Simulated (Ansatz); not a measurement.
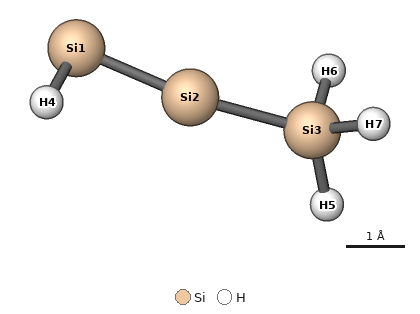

The input geometry (ball-and-stick view, seen at a tilt; atoms are numbered from 1 in the order of the input). Bond lengths as drawn: H–Si 1.48 to 1.52 Å and Si–Si 2.18 to 2.28 Å.

**Geometry relaxation of Si₃H₄**

Si₃H₄, computed with RKS PBE0-D4/def2-SVP (Ansatz 0.2.0).

It belongs to a series of runs on one base structure; here: end point A relaxed. Figures and captions count atoms from 1; the log counts them from 0 in places.

Input file:
```yaml
crystal:
  periodic: [false, false, false]
  atoms:
    - { symbol: Si, position_ang: [-2.75092, -1.27278, -0.17246] }
    - { symbol: Si, position_ang: [-0.73648, -0.43814, -0.10536] }
    - { symbol: Si, position_ang: [1.17453, 0.75967, 0.21591] }
    - { symbol: H, position_ang: [-2.4491, -2.47979, -1.03922] }
    - { symbol: H, position_ang: [1.816, 1.42762, -0.94046] }
    - { symbol: H, position_ang: [0.6451, 1.84815, 1.07714] }
    - { symbol: H, position_ang: [2.30087, 0.15527, 0.96445] }
basis:
  gaussian: { orbitals: def2-SVP }
hamiltonian:
  xc: pbe0
  dispersion: d4
relax:
  f_tol: 0.02
  max_steps: 50
output:
  orbitals: {}
```

Launch command:
```bash
ansatz run input.yaml --threads 1 --pin off --max-ram 2048MiB --backend cpu --events-out ev --progress --plain --runs-dir out
```

Log:
```
The last accepted step is kept in [file] (removed where the run ends without a failure and the disk answers)
Engine: ansatz 0.2.0, x86_64-unknown-linux-gnu
Functional definition: PBE0
  parameter a = 0.25
  parameter kappa = 0.804
  parameter beta = 0.06672455060314922
  exchange = (1 - a)*pbe_x(kappa = kappa, mu = beta*pi^2/3) + a*exact_x
  correlation = pbe_c(beta = beta)
736 factors; integrals over basis functions are off by at most 3.0e-4 eV
mean field evaluation 1: about -23676.2683 eV, gradient 1.3e1 eV
mean field evaluation 2: about -23674.3734 eV, gradient 2.4e1 eV
mean field evaluation 4: about -23676.9877 eV, gradient 9.3e-1 eV
mean field evaluation 8: about -23676.9923 eV, gradient 1.7e-2 eV
mean field -23676.99235107 eV, -870.1134200598 hartree, gradient 2.1e-5 eV, S^2 0.000000; 0 other end points of the search recorded, 0 dependent functions left out
the calculation of the forces begins
reference -23676.99237766 eV, -870.1134210373 hartree; 23, 23 occupied and 51, 51 virtual orbitals, 736 factors
relax step   1: F+E_penalty+E_count = -23677.14321946 eV  Δ(F+E_penalty+E_count) = +0.000e0 eV  max|allowed force component| = 1.158e0 eV/Å  Δτ_max = 0.0000 Å  (26 SCF iters, accepted)
these checks for a lower state are left out or cut short: starts, cluster_reference, orbital_swaps, neighbouring_geometries, increment
736 factors; integrals over basis functions are off by at most 4.0e-4 eV
mean field evaluation 16: about -23677.0396 eV, gradient 7.1e0 eV
mean field -23677.16291826 eV, -870.1196882885 hartree, gradient 2.2e-5 eV, S^2 0.000000; 0 other end points of the search recorded, 0 dependent functions left out
the calculation of the forces begins
reference -23677.16294509 eV, -870.1196892747 hartree; 23, 23 occupied and 51, 51 virtual orbitals, 736 factors
relax step   2: F+E_penalty+E_count = -23677.31576173 eV  Δ(F+E_penalty+E_count) = -1.725e-1 eV  max|allowed force component| = 7.138e-1 eV/Å  Δτ_max = 0.1950 Å  (30 SCF iters, accepted)
these checks for a lower state are left out or cut short: starts, cluster_reference, orbital_swaps, neighbouring_geometries, increment
736 factors; integrals over basis functions are off by at most 3.7e-4 eV
mean field -23677.18588882 eV, -870.1205324412 hartree, gradient 6.2e-6 eV, S^2 0.000000; 0 other end points of the search recorded, 0 dependent functions left out
the calculation of the forces begins
reference -23677.18591569 eV, -870.1205334284 hartree; 23, 23 occupied and 51, 51 virtual orbitals, 736 factors
relax step   3: F+E_penalty+E_count = -23677.33833149 eV  Δ(F+E_penalty+E_count) = -2.257e-2 eV  max|allowed force component| = 1.542e-1 eV/Å  Δτ_max = 0.0531 Å  (25 SCF iters, accepted)
these checks for a lower state are left out or cut short: starts, cluster_reference, orbital_swaps, neighbouring_geometries, increment
736 factors; integrals over basis functions are off by at most 3.7e-4 eV
mean field evaluation 32: about -23677.1866 eV, gradient 2.0e-5 eV
mean field -23677.18657847 eV, -870.1205577854 hartree, gradient 2.0e-5 eV, S^2 0.000000; 0 other end points of the search recorded, 0 dependent functions left out
the calculation of the forces begins
reference -23677.18660533 eV, -870.1205587723 hartree; 23, 23 occupied and 51, 51 virtual orbitals, 736 factors
relax step   4: F+E_penalty+E_count = -23677.33910429 eV  Δ(F+E_penalty+E_count) = -7.728e-4 eV  max|allowed force component| = 1.590e-2 eV/Å  Δτ_max = 0.0069 Å  (24 SCF iters, accepted)
```

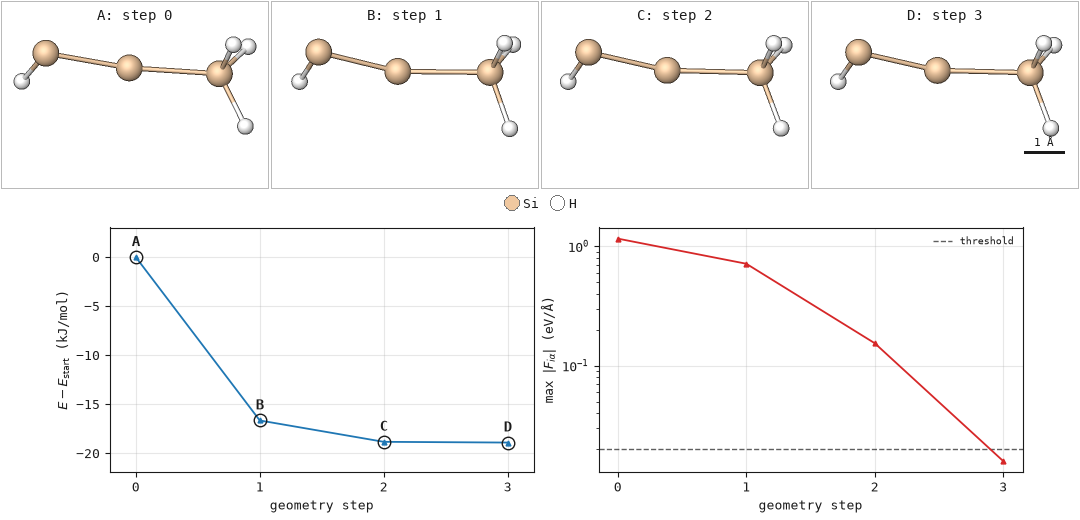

Frames of the relaxation (ball-and-stick view, seen at an oblique angle) above the curves, on which the letters mark them (the first geometry is step 0 here and step 1 in the log).

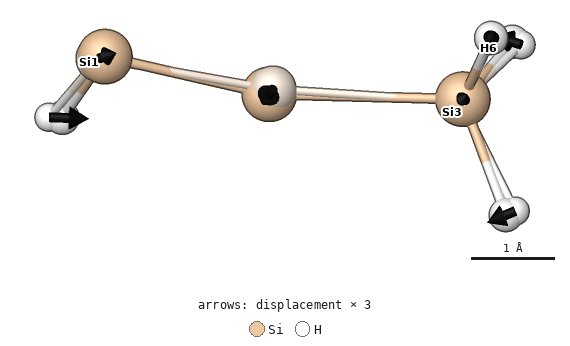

Start (faint) and end (solid) with the displacements as black arrows, magnified 3 times (ball-and-stick view, seen at an oblique angle). The two geometries are laid on each other by the best rigid fit. After 3 geometry steps the energy has fallen by 18.9 kJ/mol. The largest force component goes from 1.2 to 0.016 eV/Å. The largest move after the best rigid fit is that of H4, 0.16 Å. By element the largest moves are H 0.16 Å, Si 0.13 Å. Distances before and after: Si2–Si3 2.278 → 2.338 Å, Si1–Si2 2.182 → 2.125 Å, Si1–H4 1.516 → 1.531 Å, Si3–H5 1.481 → 1.494 Å. Among the angles that change: Si1–Si2–Si3 168.5° → 159.1°, Si2–Si1–H4 98.0° → 88.8°, Si2–Si3–H7 119.6° → 111.8°. (Atoms are counted from 1 in the order of the input.)

```
736 factors; integrals over basis functions are off by at most 3.7e-4 eV
mean field -23677.18657847 eV, -870.1205577854 hartree, gradient 2.0e-5 eV, S^2 0.000000; 1 other end points of the search recorded, 0 dependent functions left out
the calculation of the forces begins
reference -23677.18660533 eV, -870.1205587723 hartree; 23, 23 occupied and 51, 51 virtual orbitals, 736 factors
Total energy: -23677.33913114 eV, -870.1261639926 hartree
Atom 0 at    -2.720599    -1.203949    -0.133145 Å, force     0.004006    -0.003872    -0.002703 eV/Å
Atom 1 at    -0.703293    -0.538801    -0.178483 Å, force    -0.003476    -0.000049     0.000523 eV/Å
Atom 2 at     1.163671     0.802687     0.245390 Å, force     0.015897     0.008295     0.002183 eV/Å
Atom 3 at    -2.316722    -2.389614    -1.012688 Å, force    -0.001459     0.001711     0.000906 eV/Å
Atom 4 at     1.729138     1.382557    -1.009492 Å, force    -0.006394    -0.007965     0.008346 eV/Å
Atom 5 at     0.617516     1.893142     1.113244 Å, force     0.002500    -0.001187    -0.001666 eV/Å
Atom 6 at     2.230289     0.053978     0.975174 Å, force    -0.011075     0.003066    -0.007589 eV/Å
Dipole moment:     0.386043     0.139181    -0.003783 e Å
```

Trajectory as extended XYZ (Å, eV, eV/Å), 4 frames, from step=1 to step=4:
```
7
Properties=species:S:1:pos:R:3:forces:R:3 step=1 energy=-23677.14322
Si   -2.7509   -1.2728   -0.1725    0.3976   0.6504   0.3351
Si   -0.7365   -0.4381   -0.1054   -0.8241  -1.1583  -0.5586
Si    1.1745    0.7597    0.2159    0.4317   0.7300   0.3598
H    -2.4491   -2.4798   -1.0392    0.2986   0.0196  -0.0604
H     1.8160    1.4276   -0.9405   -0.1456  -0.0374  -0.4358
H     0.6451    1.8481    1.0771   -0.1585   0.2377   0.1990
H     2.3009    0.1553    0.9645    0.0002  -0.4420   0.1610
7
Properties=species:S:1:pos:R:3:forces:R:3 step=2 energy=-23677.31576
Si   -2.7268   -1.1955   -0.1264    0.5320   0.1456  -0.0307
Si   -0.6702   -0.5652   -0.2040   -0.7138  -0.0287   0.1535
Si    1.1507    0.8083    0.2520    0.3357  -0.0371  -0.0973
H    -2.2936   -2.3678   -1.0036   -0.0548  -0.1286  -0.0725
H     1.7026    1.3780   -1.0245    0.0110  -0.0448   0.1843
H     0.6274    1.9100    1.1219   -0.0422  -0.0607  -0.0297
H     2.2098    0.0322    0.9846   -0.0679   0.1542  -0.1076
7
Properties=species:S:1:pos:R:3:forces:R:3 step=3 energy=-23677.33833
Si   -2.7218   -1.2042   -0.1331   -0.0953  -0.0429  -0.0046
Si   -0.7098   -0.5409   -0.1783    0.1542   0.0580   0.0004
Si    1.1640    0.8016    0.2446    0.0187  -0.0038  -0.0047
H    -2.3183   -2.3908   -1.0129   -0.0009   0.0136   0.0086
H     1.7340    1.3855   -1.0088   -0.0329  -0.0281   0.0314
H     0.6166    1.8920    1.1127    0.0050  -0.0070  -0.0062
H     2.2353    0.0568    0.9759   -0.0488   0.0103  -0.0248
7
Properties=species:S:1:pos:R:3:forces:R:3 step=4 energy=-23677.33910
Si   -2.7206   -1.2039   -0.1331    0.0040  -0.0039  -0.0027
Si   -0.7033   -0.5388   -0.1785   -0.0035   0.0000   0.0005
Si    1.1637    0.8027    0.2454    0.0159   0.0083   0.0022
H    -2.3167   -2.3896   -1.0127   -0.0015   0.0017   0.0009
H     1.7291    1.3826   -1.0095   -0.0064  -0.0080   0.0083
H     0.6175    1.8931    1.1132    0.0025  -0.0012  -0.0017
H     2.2303    0.0540    0.9752   -0.0111   0.0031  -0.0076
```

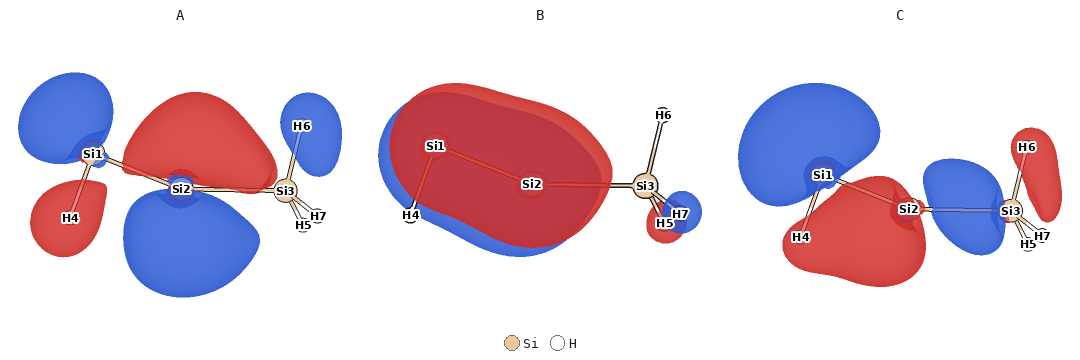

Three frontier orbitals at ±0.08 Å⁻³ᐟ² (blue and red are the two phases). C is the HOMO−1 (−7.05 eV). It lies mainly on Si1 (60 %), Si2 (25 %) and Si3 (10 %). B is the HOMO (−5.90 eV). A is the LUMO (−3.21 eV). It lies mainly on Si2 (60 %), Si1 (20 %) and Si3 (10 %). The HOMO–LUMO gap is 2.69 eV between the orbital energies.

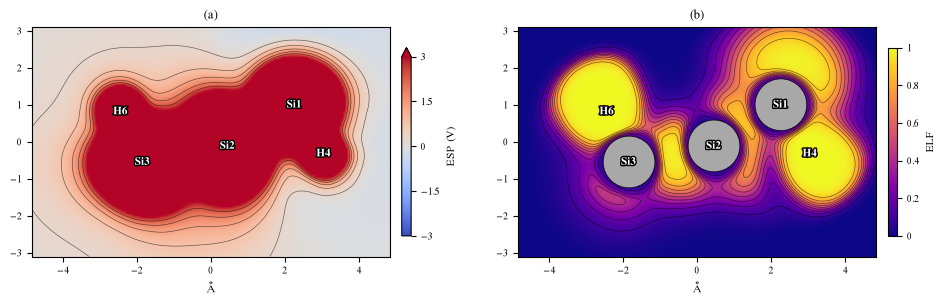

(a) electrostatic potential; (b) ELF on the plane of atoms Si2, Si3 and H6. Grey discs, where drawn, cover atomic cores. The plane passes through Si and H nuclei. Si–H (1.50 Å): the ELF climbs to about 1 towards the hydrogen, as it does in any bond to H. The potential has no marked negative region in this plane.

Key numbers:

- outcome: converged
- total energy: −23677.3391 eV
- mean-field energy: −23677.1866 eV
- largest force (length of the vector) at the end: 0.018 eV/Å
- hardware: 1 thread of Intel Xeon (Sapphire Rapids), 64 GiB of memory available, shared host
- wall time: 8.8 s
- peak memory: 0.16 GiB
